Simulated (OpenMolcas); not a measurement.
# Cu²⁺ among point charges: CASSCF and CASPT2 levels and susceptibility

Aim: the splitting of the states of Cu²⁺ in the field of 5 point charges, its lowest levels with spin-orbit coupling and its magnetic susceptibility.

The numbers are computed with OpenMolcas 26.06 (state-averaged CASSCF and CASPT2, spin-orbit coupling by RASSI with atomic mean-field integrals), except any that are marked as measured or tabulated.

## (1) The atom as given

- Species: Cu²⁺ (copper, Z = 29, 27 electrons)
- Basis: ANO-RCC-VDZP [5s4p2d1f], 34 functions
- Scalar Hamiltonian: DKH2, point nucleus
- Inactive shells: 1s 2s 2p 3s 3p
- Active space: 9 electrons in 5 orbitals (3d)
- Some configurations of this space: 3d9
- Orbitals: optimised for each spin and parity, averaged over all roots

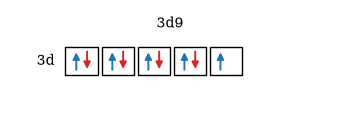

Occupation of the outer shells (arrows by Hund's rule).

The ion sits among 5 point charges of -2.5 e arranged as a trigonal bipyramid (D3h), 2.03 Å from the ion, with the axial distance 2.314 Å.

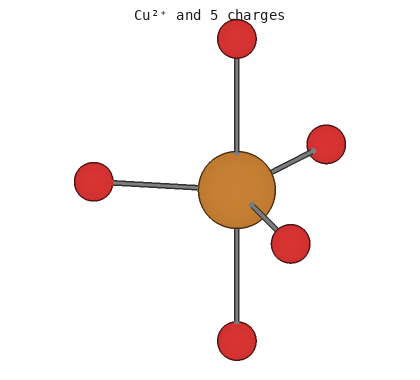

The ion and the point charges (red).

The work runs as a chain of OpenMolcas steps in one folder; each step below is one input file. Labels, J, g values, rates, χT and fits are worked out afterwards by a script from the matrices that RASSI stores.

## (2) One- and two-electron integrals

a.inp reads:

```
&GATEWAY
Coord
1

Cu 0.0 0.0 0.0
Basis=ANO-RCC-VDZP
Group=NoSym
NoMove
AngMom=0.0 0.0 0.0
AMFI
XField
5 Angstrom 0
2.030000 0.000000 0.000000 -2.500000
-1.015000 1.758032 0.000000 -2.500000
-1.015000 -1.758032 0.000000 -2.500000
0.000000 0.000000 2.314200 -2.500000
0.000000 0.000000 -2.314200 -2.500000
&SEWARD
```

Started as:

```console
> OMP_NUM_THREADS=1 MOLCAS_MEM=1689 MOLCAS_PROJECT=a pymolcas a.inp > a.log
```

## (3) CASSCF: doublets, 5 roots

a.inp reads:

```
&RASSCF
FileOrb=start.orb
Symmetry=1
Spin=2
nActEl=9 0 0
Inactive=9
Ras2=5
CIRoot=5 5 1
SDav=5
CIMx=300
Iter=120 100
PrWF=0.3
OrbListing=Nothing
MaxOrb=0
>>> COPY $Project.JobIph JOB001
```

start.orb holds the contracted functions of the basis, ordered by shell, or the orbitals of the step before.

## (4) State interaction with spin-orbit coupling

a.inp reads:

```
&RASSI
NrOfJobIphs=1 5
1 2 3 4 5
IphNames
JOB001
EJob
SpinOrbit
DIPRint=1.0
SOCoupling=1000.0
Subsets=2
Property=9
'ANGMOM' 1 'ANGMOM' 2 'ANGMOM' 3 'MLTPL  1' 1 'MLTPL  1' 2 'MLTPL  1' 3
'AMFI' 1 'AMFI' 2 'AMFI' 3
SOProperty=3
'ANGMOM' 1 'ANGMOM' 2 'ANGMOM' 3
```

## (5) CASPT2: IPEA 0.25, imaginary shift 0.1 (closed shells correlated: 3s 3p)

a.inp reads:

```
>>> COPY JOB001 $Project.JobIph
&CASPT2
Multistate=5 1 2 3 4 5
NoMult
Frozen=5
IPEA=0.25
Imaginary=0.1
MaxIter=60
WThr=0.0 0.3 0.05
PrWF=0.5
NoMix
```

(Steps that only read results are left out.)

Before running it: what results should come out? Wanted: spin-free ground state; first state of the same spin within the active space; lowest level; next level.

As calculated:

| quantity | value |
| --- | --- |
| method | SS-CASPT2, IPEA 0.25, imaginary shift 0.1 (closed shells correlated: 3s 3p) |
| spin-free ground state | 2A1, 1-fold in its orbital part |
| first state of the same spin within the active space | 2E at 1460 cm⁻¹ |
| lowest level | 2-fold E1/2, g = 1.85, 3.16, 3.16 |
| next level | 918.1 cm⁻¹ |
| χT at 300 K | 0.86 cm³ K/mol |
| effective moment at 300 K | 2.62 μB |

Cost by method:

```csv
method,time of its own steps,time with the reference
A. CASSCF,1.9 s,1.9 s
"B. SS-CASPT2, IPEA 0.25, imaginary shift 0.1, +3s 3p",0.67 s,2.6 s
```

Times are of one thread on a shared host.

In words: The spin-free ground state (2A1) comes to 100 % from free-ion D terms and keeps the highest spin of the shell. χT at 300 K is 0.86, against 0.38 cm³ K/mol for the spin alone, so orbital moment adds to it. CASPT2 does not keep the components of a term degenerate, and the means are used. The field of point charges can differ much from that of real complexes. This is an electrostatic model: the charges have no orbitals.
